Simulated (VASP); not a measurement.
Band structure of CaO (relaxed from the zinc blende structure, space group F-43m). Computed with PBEsol GGA, VASP's PBE PAW potentials (set 64) (plane waves; VASP 6.6.1).

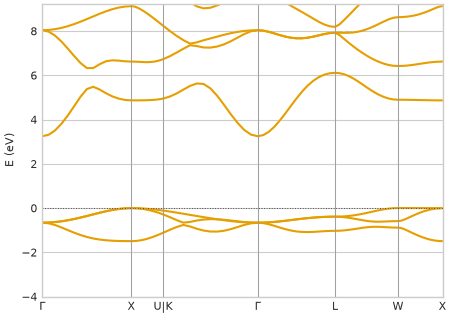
Figure. Bands along high-symmetry lines, zero at the valence-band maximum or, without a gap, the Fermi level

**Question.** Read the plot: is there a gap, and where are the band edges?

**Answer.** The gap is indirect, 3.25 eV, from the valence maximum at W to the conduction minimum at Γ. (Edges off the drawn lines would not show.)

The structure was generated: CaO was put into the zinc blende type (F-43m), which need not be its known phase. It was relaxed first, which changed the volume by -20 %.
